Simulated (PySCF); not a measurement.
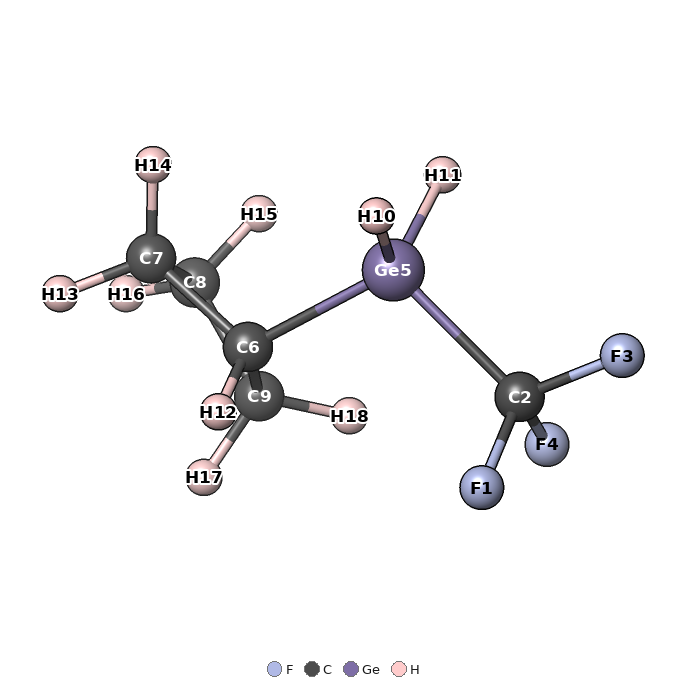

The computed structure is the end point of a PBE0-D3(BJ)/def2-SVP optimisation. No frequency run is at hand to confirm it as a minimum. Level of theory: delta-SCF UKS SCAN, pcX-2 on the ionised atom, pcseg-1 elsewhere, spin-free X2C (PySCF 2.14.0).

Give the core-electron binding energies (to vacuum) of F1 1s, C2 1s, C6 1s, C7 1s, C8 1s.

```csv
atom,level,binding energy (eV)
F1,1s,693.5
C2,1s,297.1
C6,1s,290.4
C7,1s,290.7
C8,1s,290.7
```
